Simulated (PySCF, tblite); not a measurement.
# C3H5B2F2O radical: geometry, infrared bands and EPR parameters

Wanted: the infrared bands and EPR parameters of C3H5B2F2O radical (`BOB(F)[C@H]1C[C]1F`), by calculation.

Computed with tblite 0.8.0 and PySCF 2.14.0, with density-fitted response routines of our own, on a single molecule in the gas phase. Atoms count from 0, in the outputs and in this text.

**1. Starting geometry**

13 atoms, charge 0, multiplicity 2; geometry from: force field or distance geometry start.

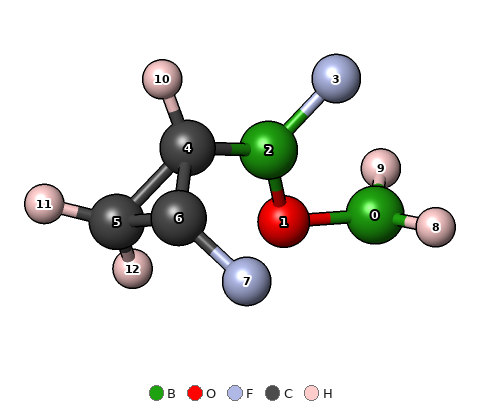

The starting geometry (boron green, oxygen red, fluorine light blue, carbon dark grey, hydrogen pink), atoms numbered.

**2. Relaxing the molecule with GFN2-xTB**

The job: settings as JSON, then the geometry in Å.

```
{"job": {"kind": "relax", "xc": "GFN2-xTB", "basis": "xTB"}, "charge": 0, "multiplicity": 2}
B      2.666300     0.070600    -0.076100
O      1.269000    -0.170100     0.348000
B      0.392600    -0.300400    -0.785100
F      1.026000    -0.384900    -2.095600
C     -1.182000    -0.270500    -0.705300
C     -1.805200    -0.227100     0.677500
C     -1.919100     0.956500    -0.248300
F     -1.204100     2.112100     0.004600
H      2.853400     1.099600    -0.621000
H      3.313200    -0.897400    -0.282100
H     -1.699400    -0.898200    -1.456400
H     -2.700100    -0.847400     0.883800
H     -1.015100    -0.242400     1.477000
```

Run with:

```
OMP_NUM_THREADS=1 python probes_run.py task.json out
```

One launch serves the whole session: the jobs run in the order shown.

**Question.** This job is followed by: GFN2-xTB harmonic vibrations, gas phase; UKS B3LYP, pcH-1 on B C F H O, non-relativistic, mean-field spin-orbit, GIAO. Predict these results of the whole session: strongest single infrared mode (GFN2-xTB); zero-point energy (GFN2-xTB); g(iso) (B3LYP); ⟨S²⟩; largest a(iso) (averaged by class); potential on the surface of density 0.002 e/bohr³, 1st and 99th percentile.

**Answer**, as computed:

| quantity | value |
| --- | --- |
| strongest single infrared mode (GFN2-xTB) | 1590 cm⁻¹, 502 km/mol |
| zero-point energy (GFN2-xTB) | 51.2 kcal/mol |
| g(iso) (B3LYP) | 2.00384 |
| ⟨S²⟩ | 0.752 (exact 0.75) |
| largest a(iso) (averaged by class) | 13C on C6, 497.0 MHz |
| potential on the surface of density 0.002 e/bohr³, 1st and 99th percentile | -0.81 V and 1.48 V |

In words: Over 112 steps the energy fell by 1.592 eV; of the close pairs, B0–O1 changed most, 1.480 to 1.304 Å. All 33 modes are real, so the xTB geometry is a minimum. The strongest single mode, at 1590 cm⁻¹, moves mainly O1. Unscaled tight-binding wavenumbers are off by several per cent, some by more. Its intensities can rank the bands wrongly. Most of the unpaired spin sits on C6 (0.83 e). The isotropic g lies 1.5 ppt above the free-electron value. These values are for one conformer; the search (at its own cheap level) found 2 more, at 0.00, 1.95 kcal/mol (those within 0.05 may be mirror or relabelled copies), and measured spectra average over such forms.
